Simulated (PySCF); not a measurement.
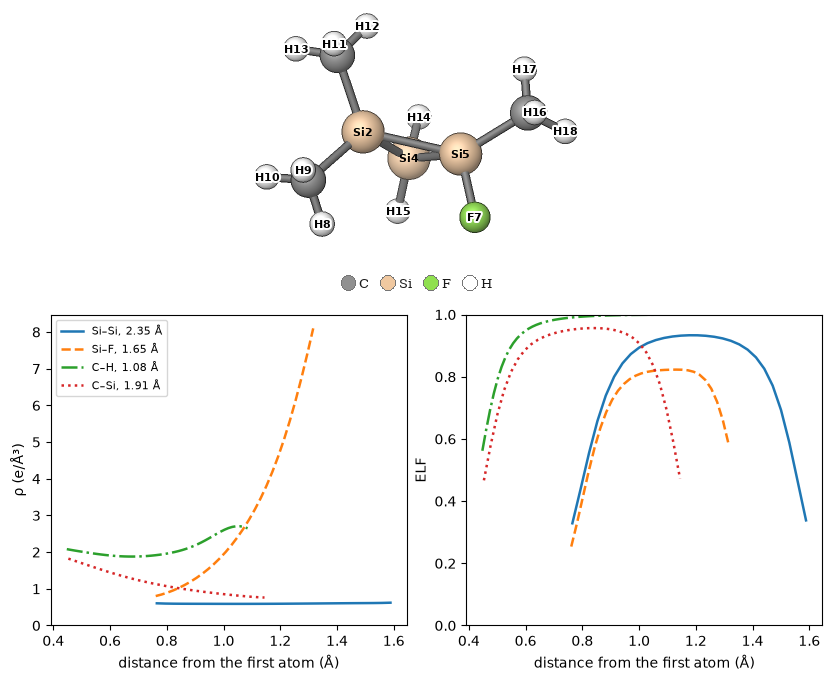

The picture shows: C₃H₁₁FSi₃. Total electron density and electron localisation function along straight lines between neighbouring atoms. The curves leave out the atomic cores. The structure is drawn too.

Geometry: GFN2-xTB.

All numbers below come from PySCF, KT3/pcSseg-1, SCF density, in a acetonitrile solvent model, non-relativistic.

```tsv
atom	x (Å)	y (Å)	z (Å)
C	2.2299	-1.3648	-0.1422
Si	0.7585	-0.2538	0.3720
C	1.5020	1.3191	1.1709
Si	-1.2752	-1.1752	1.2571
Si	-1.2353	-0.1632	-0.8748
C	-2.2711	1.2644	-1.6007
F	-1.2851	-1.2607	-2.0994
H	1.8567	-2.2536	-0.6405
H	2.9018	-0.8580	-0.8305
H	2.8153	-1.6861	0.7155
H	2.1368	1.8693	0.4819
H	0.7068	1.9838	1.4911
H	2.0980	1.0744	2.0450
H	-1.9829	-0.5536	2.3917
H	-1.5161	-2.6098	1.4871
H	-1.8407	1.6398	-2.5261
H	-2.3194	2.0877	-0.8952
H	-3.2887	0.9465	-1.8145
```

**Compare the contacts.**

Si–Si (2.35 Å): ρ at the midpoint is about 0.59 e/Å³; the ELF peaks at about 0.95 between the atoms, as expected for localised, covalent bonding.
Si–F (1.65 Å): ρ is about 0.96 e/Å³ halfway; the ELF peaks at about 0.80 in the valence shell of F, 0.5 Å from its nucleus, and is about 0.50 at the midpoint.
C–H (1.08 Å): ρ is about 2 e/Å³ halfway; the ELF climbs to about 1 towards the hydrogen, as it does in any bond to H: a covalent bond by its length.
C–Si (1.91 Å): ρ is about 0.9 e/Å³ halfway; the ELF peaks at about 0.95 between the atoms, as expected for localised, covalent bonding.
